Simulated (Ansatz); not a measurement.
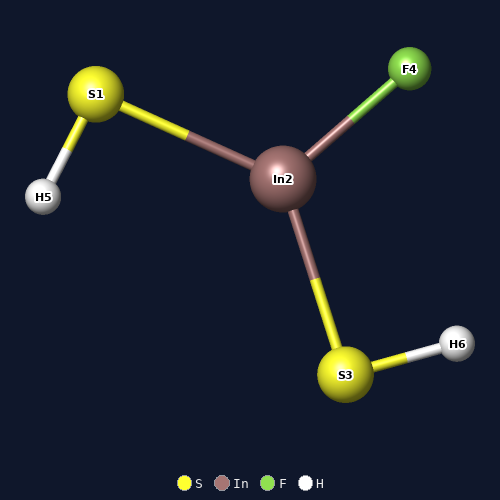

The system is FH2InS2, SMILES [F][In]([SH])[SH]; the picture shows the reference structure. First axis: dihedral H5–S1–In2–S3. Second axis: dihedral S1–In2–S3–H6. Nothing is relaxed (all other coordinates rigid). The scan uses a 12 × 12 grid; 122 points were computed and 22 follow by symmetry. Energies are in cm⁻¹, from the relaxed molecule at the same level. The calculation used RKS B3LYP-D4/def2-TZVP in Ansatz 0.2.0.

Its coordinates:

```xyz
6

S    -1.6453    1.4731   -1.0949
In   -0.1874   -0.1740   -0.1851
S     1.6324   -0.0095    1.3452
F    -0.5372   -2.0038   -0.7986
H    -1.0489    2.4760   -0.4249
H     1.8511   -1.3364    1.2898
```

Range: dihedral H5–S1–In2–S3 from −180 to 150°; dihedral S1–In2–S3–H6 from −180 to 150°.

### What landscape does the calculation give?

The lowest grid point is at dihedral H5–S1–In2–S3 = −180°, dihedral S1–In2–S3–H6 = −180°, −112 cm⁻¹ from the relaxed molecule at the same level. There are further wells near dihedral H5–S1–In2–S3 = 0°, dihedral S1–In2–S3–H6 = −180° (112 cm⁻¹ above the lowest at that grid point); dihedral H5–S1–In2–S3 = −180°, dihedral S1–In2–S3–H6 = 0° (129 cm⁻¹ above the lowest at that grid point); dihedral H5–S1–In2–S3 = 0°, dihedral S1–In2–S3–H6 = 0° (307 cm⁻¹ above the lowest at that grid point). The highest grid point, dihedral H5–S1–In2–S3 = −90°, dihedral S1–In2–S3–H6 = 90°, lies 3185 cm⁻¹ above the lowest. On the interpolated surface the easiest way out of the lowest well to the well at dihedral H5–S1–In2–S3 = 0°, dihedral S1–In2–S3–H6 = −180° passes a barrier of about 1400 cm⁻¹. Round the minimum the two coordinates are weakly coupled (coupling −0.13 in units of the two stiffnesses).

```
dihedral S1–In2–S3–H6 ↓, dihedral H5–S1–In2–S3 →  −180  −150  −120   −90   −60   −30     0    30    60    90   120   150
                                             150   222   647  1374  1689  1278   596   328   725  1410  1681  1228   508
                                             120   900  1378  2220  2592  2115  1318   995  1444  2243  2576  2062  1235
                                              90  1263  1695  2591  3073  2642  1783  1357  1757  2610  3052  2583  1695
                                              60   954  1286  2113  2637  2325  1538  1074  1365  2138  2612  2253  1427
                                              30   324   604  1315  1775  1532   879   482   717  1361  1756  1451   739
                                               0    17   339   994  1350  1067   480   196   480  1067  1350   995   339
                                             −30   324   739  1450  1756  1361   717   482   879  1532  1775  1315   604
                                             −60   953  1426  2253  2612  2138  1365  1073  1538  2325  2637  2113  1285
                                             −90  1263  1695  2583  3052  2610  1758  1357  1783  2641  3073  2591  1695
                                            −120   900  1235  2062  2576  2244  1445   995  1318  2115  2592  2220  1379
                                            −150   222   508  1228  1682  1410   725   328   596  1278  1689  1374   647
                                            −180  −112   219   890  1248   937   306     0   306   937  1248   890   219
```

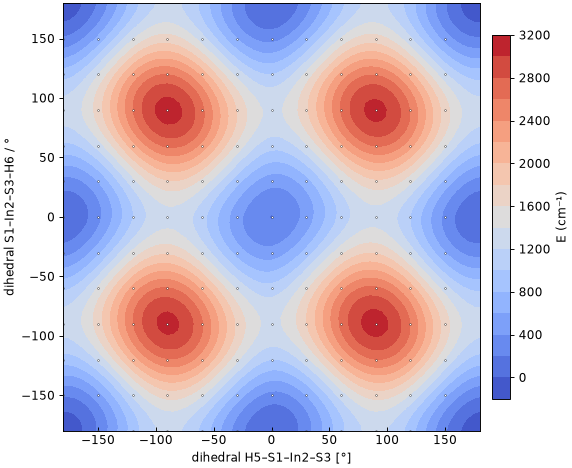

The picture shows filled contours, dots at the grid points. Between grid points the surface is interpolated.

Time for the 122 points that were run: 20 min on 1 thread of Arm Neoverse V2, with other jobs on the host.
